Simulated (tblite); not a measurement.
# C3H10SSeSi2: the cost of one run

The runs use tblite 0.8.0 and PySCF 2.14.0, with density-fitted response routines of our own; the level of theory stands in each step. All values are computed, except where a source is named. Atoms count from 0, in the outputs and in this text.

## (1) Starting geometry

17 atoms, charge 0, multiplicity 1; geometry from: force field or distance geometry start.

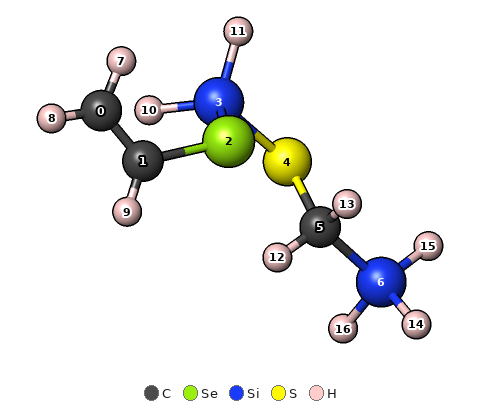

As it starts; carbon dark grey, selenium green, silicon blue, sulfur yellow, hydrogen pink, atoms numbered.

## (2) Optimising the geometry with GFN2-xTB

The job: settings as JSON, then the geometry in Å.

```
{"job": {"kind": "relax", "xc": "GFN2-xTB", "basis": "xTB"}, "charge": 0, "multiplicity": 1}
C     -3.978800     0.464300    -0.593200
C     -2.993100     0.594300     0.288800
Se    -1.318000     1.272500    -0.310500
Si    -0.291200    -0.216100    -1.714000
S      1.718800    -0.450800    -0.949700
C      1.835700     0.416200     0.608000
Si     3.535500     0.312000     1.379400
H     -3.730600     0.788300    -1.603800
H     -4.958700     0.080200    -0.316500
H     -3.157500     0.301200     1.314700
H     -0.988100    -1.533600    -1.723400
H     -0.284400     0.371400    -3.058300
H      1.069200    -0.002500     1.306300
H      1.622200     1.485900     0.432300
H      3.617700     1.293000     2.491400
H      4.614200     0.504500     0.442600
H      3.680000    -1.019200     1.995900
```

On the command line:

```
$ OMP_NUM_THREADS=1 python probes_run.py task.json out
```

This one command runs all jobs of the session in turn.

Q: Estimate the wall time and peak memory of this first job on 1 thread of AMD EPYC, shared host.

About 6.5 s, with a peak of 0.18 GiB.
